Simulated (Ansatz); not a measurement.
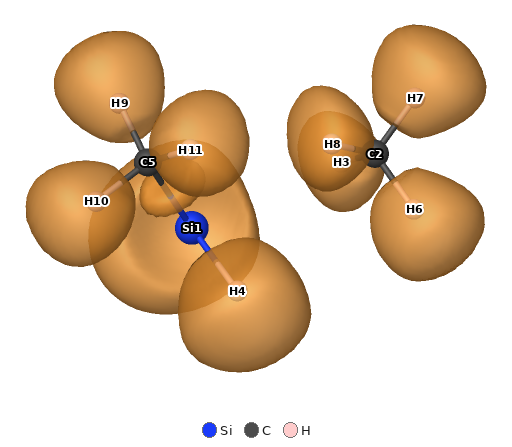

*CH$_{4}$Si···CH$_{4}$. Isosurface of the ELF at 0.85 (orange), seen at a tilt. Only the valence region is drawn (cores and ρ < 0.01 e/Å³ removed).*

Not at a stationary point (largest force 0.7 eV/Å).

Theory: UKS PBE-D4/def2-SVP (Ansatz 0.2.0).

```yaml
atoms:
  - { symbol: Si, position_ang: [-1.3939, 0.7208, -0.3463] }
  - { symbol: C, position_ang: [0.4947, -1.8240, -0.5078] }
  - { symbol: H, position_ang: [-0.1846, -1.5152, -1.3032] }
  - { symbol: H, position_ang: [-1.6486, 0.0045, 1.0072] }
  - { symbol: C, position_ang: [-0.0396, 1.8897, 0.3487] }
  - { symbol: H, position_ang: [-0.0101, -2.5613, 0.1416] }
  - { symbol: H, position_ang: [1.3838, -2.2851, -0.9772] }
  - { symbol: H, position_ang: [0.8233, -0.9608, 0.1001] }
  - { symbol: H, position_ang: [0.4901, 2.4461, -0.4493] }
  - { symbol: H, position_ang: [-0.6136, 2.6421, 0.9408] }
  - { symbol: H, position_ang: [0.6985, 1.4432, 1.0456] }
```

> Describe the localisation domains.

At this value the surface marks out one region between bonded C–Si atoms (shared pairs), eight regions around hydrogen nuclei and one lobe on Si, pointing away from the bonds (lone pairs). Along the contacts the grid gives the following. Si1···H3 (2.72 Å): the ELF dips to about 0.05 between them. C–Si (1.92 Å): the ELF peaks at about 0.95 between the atoms (a shared electron pair).
